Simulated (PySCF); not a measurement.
# difluorophosphine (PHF₂): electronic excitations and core binding energies

Wanted: the electronic excitations and core binding energies of difluorophosphine (PHF₂) (`FPF`), by calculation.

Computed with PySCF 2.14.0, with density-fitted response routines of our own, on a single molecule in the gas phase. Atoms count from 0, in the outputs and in this text.

## Step 1: The molecule as given

4 atoms, charge 0, multiplicity 1; geometry from: GFN2-xTB.

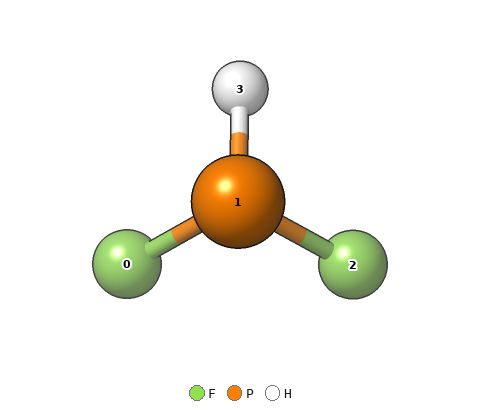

The starting geometry (fluorine green, phosphorus orange, hydrogen white), atoms numbered.

## Step 2: Excited states and response: CAM-B3LYP/def2-SVPD

The job: settings as JSON, then the geometry in Å.

```
{"job": {"kind": "uv", "xc": "CAM-B3LYP", "basis": "def2-SVPD", "nstates": 8, "ntriplets": 3}, "charge": 0, "multiplicity": 1}
F     -1.148061    -0.707186    -0.206820
P     -0.002017     0.075887     0.621805
F      1.226903    -0.570246    -0.205903
H     -0.066592     1.206318    -0.231936
```

With the program's defaults for keys left out, this is: TDDFT CAM-B3LYP/def2-SVPD, vertical, gas phase, core orbitals frozen in the response.

Run with:

```bash
$ OMP_NUM_THREADS=1 python probes_run.py task.json out
```

One launch serves the whole session: the jobs run in the order shown.

Standard output:

```text
coarse grid: 4416 points
cycle   1  E = -541.2599208244  dE =  1.861e-01  |g| = 6.381e-01  |ddm| = 2.011e+00
cycle   2  E = -541.2106341968  dE =  4.929e-02  |g| = 8.816e-01  |ddm| = 1.099e+00
cycle   3  E = -541.3356003109  dE = -1.250e-01  |g| = 4.462e-02  |ddm| = 5.404e-01
cycle   4  E = -541.3359722150  dE = -3.719e-04  |g| = 6.977e-03  |ddm| = 6.453e-02
cycle   5  E = -541.3359887306  dE = -1.652e-05  |g| = 9.443e-04  |ddm| = 1.522e-02
cycle   6  E = -541.3359892673  dE = -5.367e-07  |g| = 3.141e-04  |ddm| = 2.506e-03
final grid: 40512 points
cycle   7  E = -541.3950125692  dE = -2.514e-06  |g| = 2.506e-03  |ddm| = 8.639e-03
cycle   8  E = -541.3950118629  dE =  7.063e-07  |g| = 3.310e-03  |ddm| = 3.226e-03
cycle   9  E = -541.3950135516  dE = -1.689e-06  |g| = 4.618e-05  |ddm| = 1.808e-03
cycle  10  E = -541.3950135522  dE = -6.455e-10  |g| = 2.361e-05  |ddm| = 1.147e-04
converged SCF energy = -541.3950135522

Static polarisability (au): isotropic 26.614, principal 25.051 27.077 27.714

Singlet excitations
state   eV       nm        f      main configurations
  1   5.8869    210.6   0.03124   H->L 0.98
  2   6.8389    181.3   0.09804   H->L+1 0.96
  3   8.2182    150.9   0.12580   H->L+2 0.97
  4   9.6631    128.3   0.00545   H-2->L 0.95
  5   9.6939    127.9   0.05808   H-1->L 0.79, H-2->L+1 0.16
  6  10.1405    122.3   0.00339   H-3->L 0.89, H->L+3 0.08
  7  10.1612    122.0   0.10853   H->L+3 0.72, H-1->L+1 0.11
  8  10.2092    121.4   0.02665   H-1->L+1 0.83, H->L+3 0.09

Triplet excitations (Tamm-Dancoff, eV): 4.6253 5.1075 7.7666
```

Wall time 5.5 s (1 thread of Arm Neoverse N1, shared host); peak memory 0.32 GiB.

The orbitals next to the gap, with their largest atomic shares:

```
orbital      eV                      atoms
 HOMO−3  -14.27   F0 48 %, F2 48 %, P1 4 %
 HOMO−2  -13.69           F0 49 %, F2 49 %
 HOMO−1  -13.52  F0 32 %, F2 32 %, P1 24 %
   HOMO   -9.88  P1 54 %, H3 16 %, F2 15 %
   LUMO    0.06  P1 55 %, F0 16 %, F2 16 %
 LUMO+1    0.55  P1 60 %, H3 16 %, F0 12 %
 LUMO+2    1.85   P1 60 %, H3 24 %, F0 8 %
```

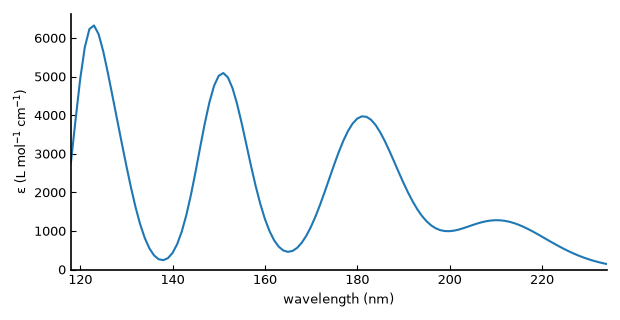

Absorption spectrum: each of the 8 states is a Gaussian band of 0.4 eV half-width at 1/e. Beyond the last state computed it falls off for lack of states.

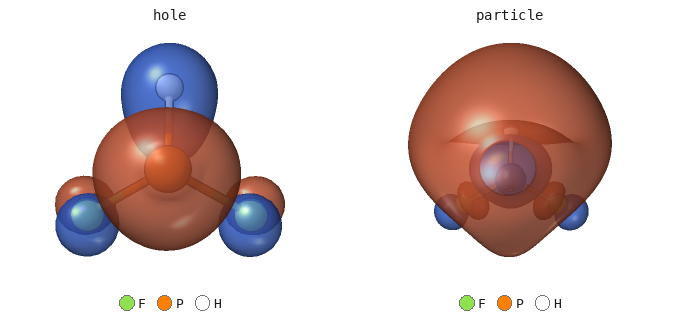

Leading natural transition orbitals of singlet state 3: the electron leaves the hole (left) for the particle orbital (right).

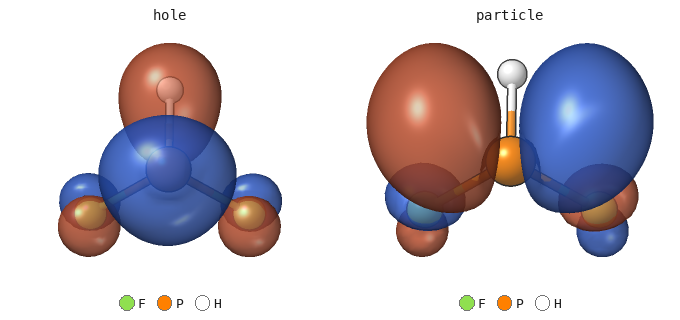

Leading natural transition orbitals of singlet state 1: the electron leaves the hole (left) for the particle orbital (right).

Further results of this job:

```
           property  computed
  dipole moment (D)      1.84
polarisability (Å³)      3.94
 HOMO–LUMO gap (eV)      9.94
      −ε(HOMO) (eV)      9.88
```

Orbitals, density, ELF and potential are computed afterwards from the orbital file.

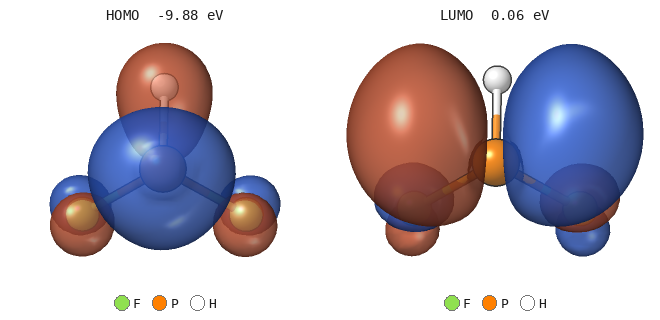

CAM-B3LYP/def2-SVPD orbitals near the gap, drawn at the value that encloses 70 % of each; the two colours are the two signs.

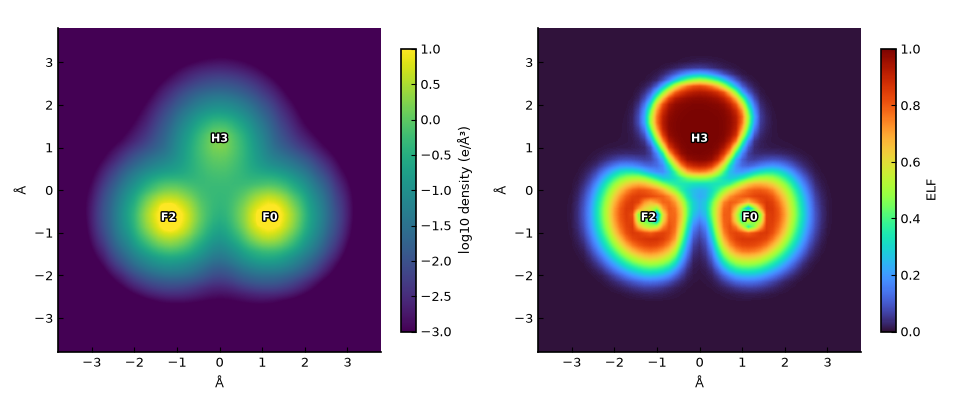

Density (left) and ELF (right) in a plane through or near 3 of the atoms.

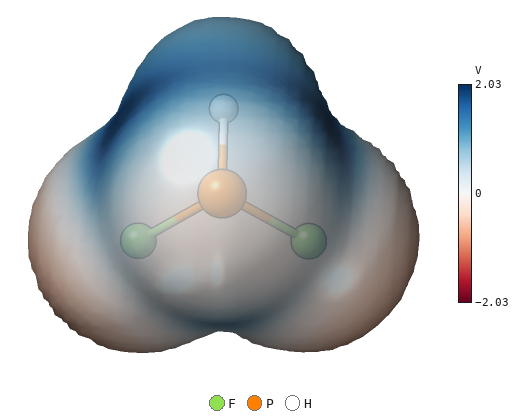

Electrostatic potential on the surface of density 0.002 e/bohr³; red is low, blue high. It runs, from the 1st to the 99th percentile, from -0.73 V near F0 to 2.03 V near P1.

## Step 3: Core-electron binding energies: SCAN, X2C

The job: settings as JSON, then the geometry in Å.

```
{"job": {"kind": "xps"}, "charge": 0, "multiplicity": 1}
F     -1.148061    -0.707186    -0.206820
P     -0.002017     0.075887     0.621805
F      1.226903    -0.570246    -0.205903
H     -0.066592     1.206318    -0.231936
```

With the program's defaults for keys left out, this is: delta-SCF UKS SCAN, pcX-2 on the ionised atom, pcseg-1 elsewhere, spin-free X2C.

Standard output:

```text
ground state, core basis on atom 0 (F), 82 functions
  cycle   1  E = -542.47492069  |g| = 7.32e-01
  cycle   2  E = -542.16267644  |g| = 1.58e+00
  cycle   3  E = -542.55738489  |g| = 6.70e-02
  cycle   4  E = -542.55730343  |g| = 7.95e-02
  cycle   5  E = -542.55827867  |g| = 1.10e-02
  cycle   6  E = -542.55830627  |g| = 2.96e-03
  cycle   7  E = -542.55830855  |g| = 7.21e-04
  cycle   8  E = -542.55830801  |g| = 1.19e-04
  E(ground) = -542.57458636 Eh
hole in F 1s of atom 0
  cycle   1  E = -516.18633241  |g| = 2.58e+00
  cycle   2  E = -516.05771428  |g| = 2.18e+00
  cycle   3  E = -517.01059523  |g| = 4.51e-01
  cycle   4  E = -516.99050286  |g| = 4.99e-01
  cycle   5  E = -517.07645679  |g| = 5.87e-02
  cycle   6  E = -517.07793752  |g| = 1.81e-02
  cycle   7  E = -517.07816164  |g| = 2.93e-03
  cycle   8  E = -517.07816335  |g| = 9.70e-04
  cycle   9  E = -517.07816498  |g| = 2.20e-04
  E(ion) = -517.10102075 Eh   <S^2> = 0.7576   hole on atom = 1.000   binding energy = 693.171 eV
ground state, core basis on atom 1 (P), 93 functions
  cycle   1  E = -542.64322682  |g| = 3.51e-01
  cycle   2  E = -542.64160670  |g| = 1.29e-01
  cycle   3  E = -542.63834807  |g| = 1.88e-01
  cycle   4  E = -542.64412990  |g| = 1.27e-02
  cycle   5  E = -542.64414992  |g| = 4.98e-03
  cycle   6  E = -542.64415307  |g| = 7.02e-04
  cycle   7  E = -542.64415522  |g| = 1.86e-04
  E(ground) = -542.62602178 Eh
hole in P 1s of atom 1
  cycle   1  E = -462.37772317  |g| = 4.71e+00
  cycle   2  E = -462.20465815  |g| = 2.44e+00
  cycle   3  E = -462.50728858  |g| = 1.55e+00
  cycle   4  E = -463.42712284  |g| = 3.76e-01
  cycle   5  E = -463.46519116  |g| = 9.84e-02
  cycle   6  E = -463.46945969  |g| = 2.71e-02
  cycle   7  E = -463.46985246  |g| = 7.34e-03
  cycle   8  E = -463.46987976  |g| = 1.43e-03
  cycle   9  E = -463.46987979  |g| = 1.13e-03
  cycle  10  E = -463.46987992  |g| = 2.19e-04
  E(ion) = -463.45669194 Eh   <S^2> = 0.7517   hole on atom = 1.000   binding energy = 2154.307 eV
hole in P 2p of atom 1
  cycle   1  E = -537.12807090  |g| = 1.37e+00
  cycle   2  E = -536.81941490  |g| = 1.45e+00
  cycle   3  E = -537.26811938  |g| = 7.53e-01
  cycle   4  E = -537.46827411  |g| = 9.98e-02
  cycle   5  E = -537.47083575  |g| = 3.55e-02
  cycle   6  E = -537.47143952  |g| = 1.08e-02
  cycle   7  E = -537.47150054  |g| = 3.34e-03
  cycle   8  E = -537.47150548  |g| = 1.40e-03
  cycle   9  E = -537.47150580  |g| = 1.26e-03
  cycle  10  E = -537.47150732  |g| = 1.20e-04
  E(ion) = -537.46665007 Eh   <S^2> = 0.7533   hole on atom = 1.002   binding energy = 140.394 eV
  2p3/2 = 140.260 eV   2p1/2 = 141.176 eV
```

It took 5.7 s on 1 thread of Arm Neoverse N1, shared host; peak memory 0.32 GiB.

Binding energies by hole, beside the orbital energy of the ground state; the difference holds orbital relaxation and, for a density functional, its self-interaction error:

```
     hole  stands for                  environment  ΔSCF (eV; 2p as the shell's mean)  −ε (eV)   ⟨S²⟩
F1s on F0      F0, F2         fluorine bonded to P                             693.17    667.2  0.758
P1s on P1          P1  phosphorus bonded to 2 F, H                            2154.31   2095.6  0.752
P2p on P1          P1  phosphorus bonded to 2 F, H                             140.57    128.3  0.753
```

Each hole run stands for the others of its class of like atoms.

With the spin-orbit splitting: P1 2p3/2 140.26, 2p1/2 141.18 eV. The table gives each 2p level as the mean over the whole 2p shell (two parts 2p3/2, one part 2p1/2), which differs a little from the single hole in the log.

## Step 4: What came out

| quantity | value |
| --- | --- |
| lowest singlet (CAM-B3LYP/def2-SVPD) | 5.89 eV (211 nm), f = 0.031 |
| brightest single state of those computed | state 3, 8.22 eV, f = 0.126 |
| lowest triplet | 4.63 eV |
| surface potential, 1st and 99th percentile | -0.73 V and 2.03 V |
| F1s binding energies, SCAN/pcX-2 | F0 693.17 eV |
| P1s binding energies, SCAN/pcX-2 | P1 2154.31 eV |
| P2p binding energies, SCAN/pcX-2 | P1 140.57 eV |

In words: The first singlet state (HOMO→LUMO 0.98) lies at 5.89 eV and is weak; of the 8 states computed, the strongest absorption comes from state 3 at 8.22 eV. The lowest triplet lies 1.26 eV below the lowest singlet (triplets in Tamm-Dancoff, singlets in full TDDFT).
